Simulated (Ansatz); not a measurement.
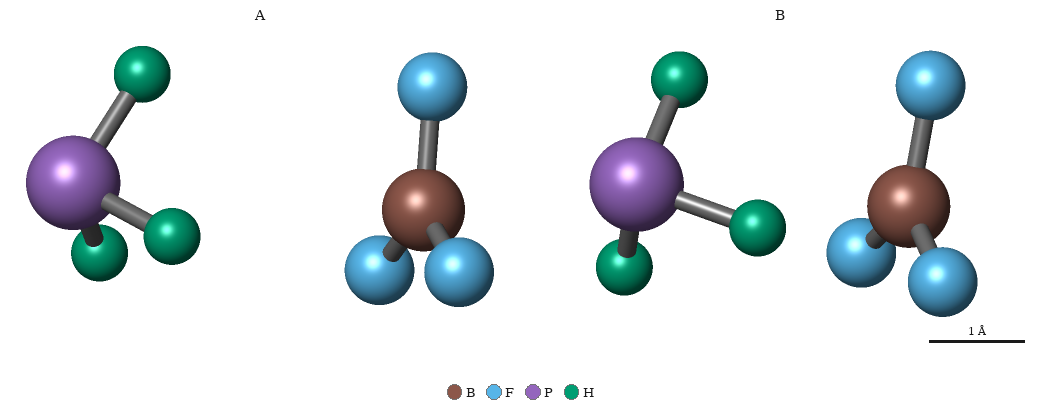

Two geometries of BPH3F3, drawn at one scale. One is the start of a relaxation, the other its converged end. A ball-and-stick model, seen from a free direction.

These are results of Ansatz, RHF/def2-SVP, not measurements. Set-up: no spin polarisation; force threshold 0.03 eV/Å; at most 50 steps.

> Which geometry has the lower energy?

Structure A is the relaxed one. The run prepares an end point of a later path (reaction) calculation, from a guessed geometry. The atom that moves furthest after the best rigid fit is an H atom (0.82 Å). By element the largest moves are H 0.82 Å, F 0.47 Å, P 0.46 Å, B 0.43 Å. Near-neighbour distances that change, for instance: B–F 1.309 → 1.298 Å. Over 14 accepted moves (17 points after the start) the energy falls by 5.94 kcal/mol. The largest force component goes from 0.57 to 0.016 eV/Å. The line search rejected the trial steps at points 7, 9, 15 of the run. The forces were under the threshold at step 6, but the run went on from there.

Limits of the set-up: Hartree-Fock leaves out electron correlation.
